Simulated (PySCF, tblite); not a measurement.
# C₅H₉BF₂Si: geometry, infrared bands and NMR shifts

Aim: predict the infrared bands and NMR shifts of C₅H₉BF₂Si (`C[SiH2]CC#CCB(F)F`).

The runs use tblite 0.8.0 and PySCF 2.14.0, with density-fitted response routines of our own; the level of theory stands in each step. All values are computed, except where a source is named. Atoms are numbered from 0 throughout.

### Step 1. Starting geometry

18 atoms, charge 0, multiplicity 1; geometry from: force field or distance geometry start.

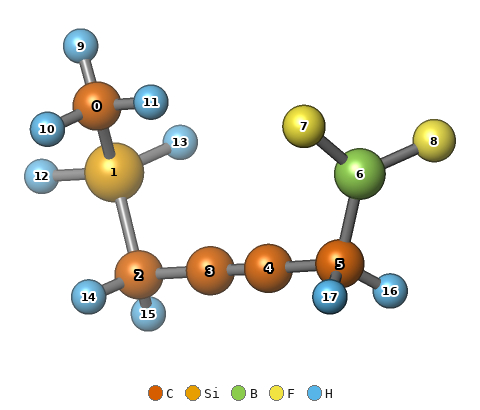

As it starts; carbon orange, silicon amber, boron green, fluorine yellow, hydrogen blue, atoms numbered.

### Step 2. Relaxing the molecule with GFN2-xTB

The job: settings as JSON, then the geometry in Å.

```
{"job": {"kind": "relax", "xc": "GFN2-xTB", "basis": "xTB"}, "charge": 0, "multiplicity": 1}
C     -2.250300     0.918400     0.221700
Si    -2.123600    -0.686700    -0.719300
C     -0.849100    -1.798800     0.121400
C      0.444300    -1.122900     0.119700
C      1.513200    -0.574700     0.143900
C      2.803000     0.110900     0.143400
B      2.611400     1.637500    -0.264300
F      1.787700     2.503900     0.552000
F      3.279300     2.160400    -1.428400
H     -3.026900     1.561600    -0.258400
H     -2.561600     0.715100     1.269200
H     -1.282800     1.438400     0.214300
H     -3.430400    -1.363800    -0.706000
H     -1.696600    -0.421200    -2.095700
H     -1.179800    -1.992500     1.162700
H     -0.784500    -2.749400    -0.428300
H      3.491300    -0.379700    -0.572800
H      3.246700     0.049800     1.163000
```

Command:

```bash
OMP_NUM_THREADS=1 python probes_run.py task.json out
```

This one command runs all jobs of the session in turn.

**Question.** This job is followed by: GFN2-xTB harmonic vibrations, gas phase; GIAO PBE0/pcSseg-1 NMR shielding, non-relativistic, gas phase. What will the session give for the following? strongest single infrared mode (GFN2-xTB); zero-point energy (GFN2-xTB); 13C shifts against TMS (PBE0/pcSseg-1); 1H shifts against TMS (PBE0/pcSseg-1, means over atoms taken as alike); 29Si shifts against TMS (PBE0/pcSseg-1); 11B shifts against BF3·OEt2 (PBE0/pcSseg-1); 19F shifts against CFCl3 (PBE0/pcSseg-1, means over atoms taken as alike); surface potential, least and greatest.

**Answer**, as computed:

```
                                                                 quantity                           value
                                strongest single infrared mode (GFN2-xTB)           1283 cm⁻¹, 441 km/mol
                                             zero-point energy (GFN2-xTB)                   78.7 kcal/mol
                                   13C shifts against TMS (PBE0/pcSseg-1)  86.1, 76.5, 5.1, 3.2, -8.2 ppm
   1H shifts against TMS (PBE0/pcSseg-1, means over atoms taken as alike)      4.19, 2.09, 1.71, 0.33 ppm
                                  29Si shifts against TMS (PBE0/pcSseg-1)                       -41.3 ppm
                              11B shifts against BF3·OEt2 (PBE0/pcSseg-1)                        25.7 ppm
19F shifts against CFCl3 (PBE0/pcSseg-1, means over atoms taken as alike)                       -72.2 ppm
                                    surface potential, least and greatest              -0.75 V and 1.77 V
```

**Reading.** Relaxing lowered the energy by 0.687 eV in 78 steps; the close pair that moved most is B6–F7, from 1.448 to 1.318 Å. The lowest mode is slightly imaginary (20i cm⁻¹), a soft motion within the noise of the Hessian, so the minimum is not strictly shown. The strongest single mode, at 1283 cm⁻¹, moves mainly B6. GFN2-xTB is a fitted tight-binding method: band positions and strengths are rough. Its intensities can rank the bands wrongly. At PBE0/pcSseg-1: The widest tensor belongs to F7, F8: span 292 ppm, with a paramagnetic part of -225 ppm.
